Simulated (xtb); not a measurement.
# Single-point calculation, with input and output: C6H13In

- system: C6H13In (InEt2(vinyl)), SMILES C=[CH][In]([CH2]C)[CH2]C
- method: GFN2-xTB (xtb 6.7.1)

The geometry comes from this level: GFN2-xTB.

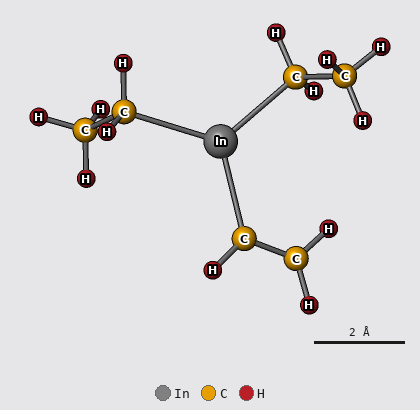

**Figure 1.** The structure (ball-and-stick view, seen at a tilt). Sticks mark near contacts. Bond lengths as drawn: C–C 1.32 to 1.53 Å, C–H 1.08 to 1.09 Å and C–In 2.25 to 2.29 Å.

Input file (mol.xyz)
```
20

In    -0.19259000     0.09996000     0.09546000
C      2.08101000    -0.08036000     0.09547000
C      2.58412000    -0.83240000     1.32206000
H      2.50618000     0.92697000     0.06372000
H      2.38869000    -0.59989000    -0.81613000
H      3.66918000    -0.95802000     1.28569000
H      2.33734000    -0.29156000     2.23752000
H      2.13097000    -1.82323000     1.38316000
C     -1.28732000     2.10782000     0.13037000
C     -1.86936000     2.42444000    -1.24326000
H     -0.58019000     2.88597000     0.43140000
H     -2.08602000     2.07305000     0.87666000
H     -2.41140000     3.37332000    -1.23013000
H     -1.07865000     2.49738000    -1.99294000
H     -2.56380000     1.64337000    -1.55948000
C     -1.37560000    -1.80468000    -0.02136000
C     -0.77985000    -2.94843000    -0.31509000
H     -2.44968000    -1.79986000     0.15240000
H      0.28675000    -3.00087000    -0.50066000
H     -1.30976000    -3.89299000    -0.39483000
```

File input.inp
```
$scc
   maxiterations=40
$end
```

Machine: 1 thread of Intel Xeon @ 2.70GHz, 189 GiB of memory available, shared host.

Command:
```bash
xtb mol.xyz --input input.inp --gfn 2 -P 1 | tee mol.out
```

What the program printed
```
* xtb version 6.7.1
   ID    Z sym.   atoms
    1   49 In     1
    2    6 C      2, 3, 9, 10, 16, 17
    3    1 H      4-8, 11-15, 18-20

           -------------------------------------------------
          |                Calculation Setup                |
           -------------------------------------------------

          program call               : xtb mol.xyz --input input.inp --gfn 2 -P 1
          coordinate file            : mol.xyz
          omp threads                :                     1

           -------------------------------------------------
          |                 G F N 2 - x T B                 |
           -------------------------------------------------

      * Hamiltonian:
        H0-scaling (s, p, d)           1.850000    2.230000    2.230000
        zeta-weighting                 0.500000
      * Dispersion:
        s8                             2.700000
        a1                             0.520000
        a2                             5.000000
        s9                             5.000000
      * Repulsion:
        kExp                           1.500000    1.000000
        rExp                           1.000000
      * Coulomb:
        alpha                          2.000000
        third order                    shell-resolved
        anisotropic                    true
        a3                             3.000000
        a5                             4.000000
        cn-shift                       1.200000
        cn-exp                         4.000000
        max-rad                        5.000000

          ...................................................
          :                      SETUP                      :
          :.................................................:
          :  # basis functions                  47          :
          :  # atomic orbitals                  46          :
          :  # shells                           28          :
          :  # electrons                        40          :
          :  max. iterations                    40          :
          :  Hamiltonian                  GFN2-xTB          :
          :  restarted?                      false          :
          :  GBSA solvation                  false          :
          :  PC potential                    false          :
          :  electronic temp.          300.0000000     K    :
          :  accuracy                    1.0000000          :
          :  -> integral cutoff          0.2500000E+02      :
          :  -> integral neglect         0.1000000E-07      :
          :  -> SCF convergence          0.1000000E-05 Eh   :
          :  -> wf. convergence          0.1000000E-03 e    :
          :  Broyden damping             0.4000000          :
          :  net charge                          0          :
          :  unpaired electrons                  0          :
          ...................................................

 iter      E             dE          RMSdq      gap      omega  full diag
   1    -20.7903485 -0.207903E+02  0.143E+01    3.06       0.0  T
   2    -20.8713817 -0.810332E-01  0.537E+00    3.25       1.0  T
   3    -20.8596232  0.117585E-01  0.367E+00    3.05       1.0  T
   4    -20.8656213 -0.599812E-02  0.169E+00    3.13       1.0  T
   5    -20.8770148 -0.113934E-01  0.448E-01    3.18       1.0  T
   6    -20.8769578  0.569435E-04  0.188E-01    3.19       1.0  T
   7    -20.8770966 -0.138724E-03  0.109E-01    3.20       1.0  T
   8    -20.8770958  0.729937E-06  0.513E-02    3.20       1.0  T
   9    -20.8771041 -0.830548E-05  0.313E-02    3.20       1.0  T
  10    -20.8771071 -0.300202E-05  0.825E-03    3.20       2.7  T
  11    -20.8771073 -0.132327E-06  0.270E-03    3.20       8.3  T
  12    -20.8771073 -0.146787E-07  0.615E-04    3.20      36.3  T
  13    -20.8771073 -0.669012E-09  0.942E-05    3.20     237.4  T

   *** convergence criteria satisfied after 13 iterations ***

         #    Occupation            Energy/Eh            Energy/eV
      -------------------------------------------------------------
         1        2.0000           -0.5975916             -16.2613
       ...           ...                  ...                  ...
        14        2.0000           -0.4497084             -12.2372
        15        2.0000           -0.4428780             -12.0513
        16        2.0000           -0.4304657             -11.7136
        17        2.0000           -0.4283299             -11.6555
        18        2.0000           -0.4028189             -10.9613
        19        2.0000           -0.3556228              -9.6770
        20        2.0000           -0.3526733              -9.5967 (HOMO)
        21                         -0.2352000              -6.4001 (LUMO)
        22                         -0.2100674              -5.7162
        23                         -0.1341277              -3.6498
        24                         -0.0135503              -0.3687
        25                         -0.0063010              -0.1715
       ...                                ...                  ...
        46                          0.9279672              25.2513
      -------------------------------------------------------------
                  HL-Gap            0.1174733 Eh            3.1966 eV
             Fermi-level           -0.2939367 Eh           -7.9984 eV

 SCC (total)                   0 d,  0 h,  0 min,  0.025 sec
 SCC setup                      ...        0 min,  0.000 sec (  0.992%)
 Dispersion                     ...        0 min,  0.000 sec (  0.854%)
 classical contributions        ...        0 min,  0.000 sec (  0.243%)
 integral evaluation            ...        0 min,  0.004 sec ( 15.719%)
 iterations                     ...        0 min,  0.010 sec ( 41.759%)
 molecular gradient             ...        0 min,  0.009 sec ( 37.511%)
 printout                       ...        0 min,  0.001 sec (  2.789%)

         :::::::::::::::::::::::::::::::::::::::::::::::::::::
         ::                     SUMMARY                     ::
         :::::::::::::::::::::::::::::::::::::::::::::::::::::
         :: total energy             -20.572053851380 Eh    ::
         :: gradient norm              0.000570082296 Eh/a0 ::
         :: HOMO-LUMO gap              3.196610280112 eV    ::
         ::.................................................::
         :: SCC energy               -20.877036628776 Eh    ::
         :: -> isotropic ES            0.010864120379 Eh    ::
         :: -> anisotropic ES          0.005572833185 Eh    ::
         :: -> anisotropic XC          0.013339072934 Eh    ::
         :: -> dispersion             -0.011344248622 Eh    ::
         :: repulsion energy           0.304982777395 Eh    ::
         :: add. restraining           0.000000000000 Eh    ::
         :: total charge               0.000000000000 e     ::
         :::::::::::::::::::::::::::::::::::::::::::::::::::::

           -------------------------------------------------
          |                Property Printout                |
           -------------------------------------------------

    * Orbital Energies and Occupations

         #    Occupation            Energy/Eh            Energy/eV
      -------------------------------------------------------------
         1        2.0000           -0.5975916             -16.2613
       ...           ...                  ...                  ...
         8        2.0000           -0.4905038             -13.3473
         9        2.0000           -0.4896832             -13.3250
        10        2.0000           -0.4825172             -13.1300
        11        2.0000           -0.4785095             -13.0209
        12        2.0000           -0.4674545             -12.7201
        13        2.0000           -0.4510785             -12.2745
        14        2.0000           -0.4497084             -12.2372
        15        2.0000           -0.4428780             -12.0513
        16        2.0000           -0.4304657             -11.7136
        17        2.0000           -0.4283299             -11.6555
        18        2.0000           -0.4028189             -10.9613
        19        2.0000           -0.3556228              -9.6770
        20        2.0000           -0.3526733              -9.5967 (HOMO)
        21                         -0.2352000              -6.4001 (LUMO)
        22                         -0.2100674              -5.7162
        23                         -0.1341277              -3.6498
        24                         -0.0135503              -0.3687
        25                         -0.0063010              -0.1715
        26                          0.0179290               0.4879
        27                          0.0303662               0.8263
        28                          0.1050585               2.8588
        29                          0.1409258               3.8348
        30                          0.1499318               4.0799
        31                          0.1559822               4.2445
       ...                                ...                  ...
        46                          0.9279672              25.2513
      -------------------------------------------------------------
                  HL-Gap            0.1174733 Eh            3.1966 eV
             Fermi-level           -0.2939367 Eh           -7.9984 eV

     #   Z          covCN         q      C6AA      α(0)
     1  49 In       2.603     0.144   277.936    31.582
     2   6 C        3.654    -0.126    23.251     6.924
     3   6 C        3.777    -0.090    22.243     6.719
     4   1 H        0.924     0.035     2.514     2.480
     5   1 H        0.924     0.033     2.551     2.498
     6   1 H        0.924     0.032     2.557     2.501
     7   1 H        0.924     0.031     2.567     2.506
     8   1 H        0.924     0.044     2.391     2.418
     9   6 C        3.651    -0.127    23.284     6.930
    10   6 C        3.780    -0.089    22.220     6.715
    11   1 H        0.924     0.040     2.454     2.450
    12   1 H        0.924     0.037     2.494     2.470
    13   1 H        0.924     0.033     2.540     2.492
    14   1 H        0.924     0.033     2.545     2.495
    15   1 H        0.924     0.040     2.446     2.446
    16   6 C        2.747    -0.115    30.882     9.099
    17   6 C        2.873    -0.070    29.729     8.938
    18   1 H        0.925     0.040     2.454     2.450
    19   1 H        0.925     0.046     2.365     2.405
    20   1 H        0.925     0.028     2.622     2.532

 Mol. C6AA /au·bohr⁶  :       4491.074019
 Mol. C8AA /au·bohr⁸  :     188036.916375
 Mol. α(0) /au        :        109.048661

Wiberg/Mayer (AO) data.
largest (>0.10) Wiberg bond orders for each atom

 ---------------------------------------------------------------------------
     #   Z sym  total        # sym  WBO       # sym  WBO       # sym  WBO
 ---------------------------------------------------------------------------
     1  49 In   2.620 --    16 C    0.701     2 C    0.694     9 C    0.694
     2   6 C    3.953 --     3 C    1.019     5 H    0.946     4 H    0.944
                             1 In   0.694     9 C    0.174    16 C    0.148
     3   6 C    3.997 --     2 C    1.019     6 H    0.976     7 H    0.975
                             8 H    0.970
     4   1 H    0.998 --     2 C    0.944
     5   1 H    0.999 --     2 C    0.946
     6   1 H    0.991 --     3 C    0.976
     7   1 H    0.999 --     3 C    0.975
     8   1 H    0.997 --     3 C    0.970
     9   6 C    3.937 --    10 C    1.017    12 H    0.944    11 H    0.943
                             1 In   0.694     2 C    0.174    16 C    0.149
    10   6 C    3.997 --     9 C    1.017    13 H    0.976    14 H    0.973
                            15 H    0.970
    11   1 H    0.997 --     9 C    0.943
    12   1 H    0.998 --     9 C    0.944
    13   1 H    0.987 --    10 C    0.976
    14   1 H    0.999 --    10 C    0.973
    15   1 H    0.998 --    10 C    0.970
    16   6 C    3.925 --    17 C    1.976    18 H    0.932     1 In   0.701
                             9 C    0.149     2 C    0.148
    17   6 C    3.993 --    16 C    1.976    20 H    0.957    19 H    0.951
    18   1 H    0.998 --    16 C    0.932
    19   1 H    0.995 --    17 C    0.951
    20   1 H    0.986 --    17 C    0.957
 ---------------------------------------------------------------------------

Topologies differ in total number of bonds
Writing topology from bond orders to xtbtopo.mol

molecular dipole:
                 x           y           z       tot (Debye)
 q only:        0.062       0.101       0.003
   full:        0.074       0.098      -0.007       0.313
molecular quadrupole (traceless):
                xx          xy          yy          xz          yz          zz
 q only:       -0.154      -1.262      -0.205       0.502      -0.409       0.358
  q+dip:        1.504      -1.036       2.082      -0.215       0.603      -3.586
   full:       -0.715      -0.676      -1.071      -0.144      -0.014       1.786

           -------------------------------------------------
          | TOTAL ENERGY              -20.572053851380 Eh   |
          | GRADIENT NORM               0.000570082296 Eh/α |
          | HOMO-LUMO GAP               3.196610280112 eV   |
           -------------------------------------------------

------------------------------------------------------------------------
------------------------------------------------------------------------
 total:
 *  cpu-time:     0 d,  0 h,  0 min,  0.047 sec
 * ratio c/w:     0.972 speedup
 SCF:
 *  cpu-time:     0 d,  0 h,  0 min,  0.024 sec
 * ratio c/w:     0.970 speedup
```

Standard error
```
normal termination of xtb
```

Results in brief

| quantity | value |
| --- | --- |
| outcome | converged |
| electrons treated | 40 |
| total energy | −20.572054 hartree |
| dispersion energy | −0.011344 hartree |
| basis functions | 47 |
| HOMO | −9.60 eV |
| LUMO | −6.40 eV |
| dipole moment | 0.31 D |
| peak memory | 0.071 GiB |

Settings chosen away from the usual ones: method = gfn2-xtb; task = energy; x = {"max_iter": 40}.
